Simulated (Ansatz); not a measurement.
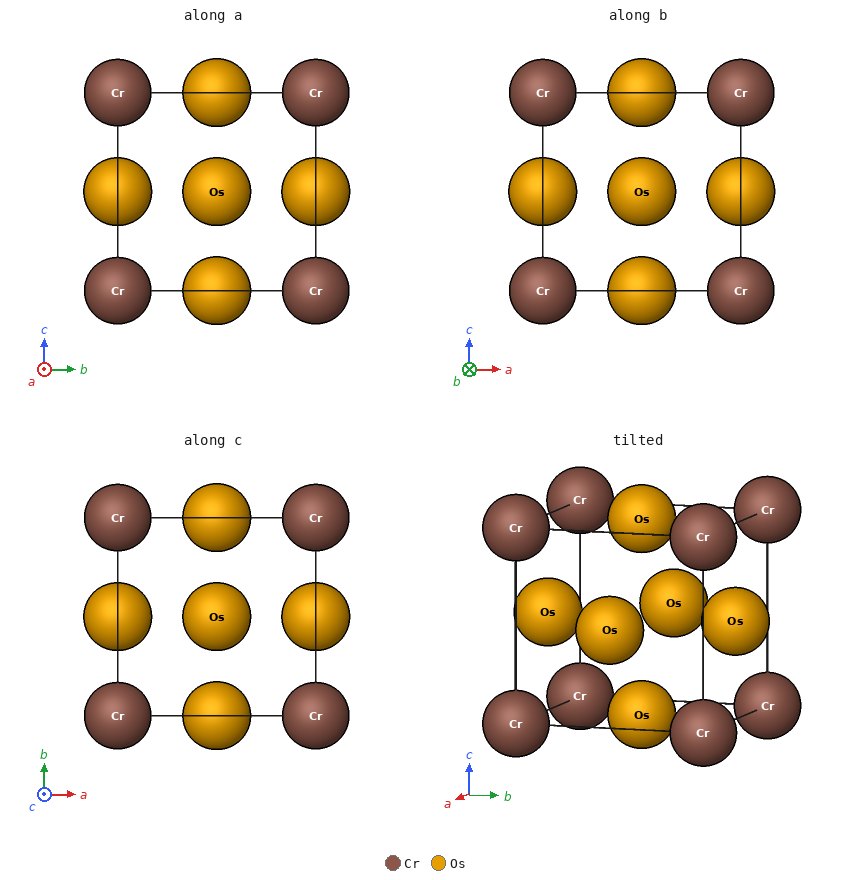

The crystal in a spheres-only representation, seen along the a axis, along the b axis, along the c axis and slightly off an axis. The lines enclose the conventional unit cell; boundary atoms appear with their images.

Lattice parameters: a = 3.8054 Å, b = 3.8054 Å, c = 3.8054 Å, α = 90.000°, β = 90.000°, γ = 90.000°.

> Record the structure as a CIF with its space group and independent sites.

```cif
data_structure
_symmetry_space_group_name_H-M 'P m -3 m'
_symmetry_Int_Tables_number 221
_cell_length_a 3.8054
_cell_length_b 3.8054
_cell_length_c 3.8054
_cell_angle_alpha 90.000
_cell_angle_beta 90.000
_cell_angle_gamma 90.000
_cell_volume 55.10
loop_
_atom_site_label
_atom_site_type_symbol
_atom_site_symmetry_multiplicity
_atom_site_Wyckoff_symbol
_atom_site_fract_x
_atom_site_fract_y
_atom_site_fract_z
_atom_site_occupancy
Cr1 Cr 1 a 0.0000 0.0000 0.0000 1
Os1 Os 3 c 0.0000 0.5000 0.5000 1
```

Origin of the cell: a structure type filled with these elements by a generator (whether the compound takes this form wasn't checked). Relaxation method: Ansatz 0.2.0, DFT PBE, scalar-relativistic, plane waves, PAW.
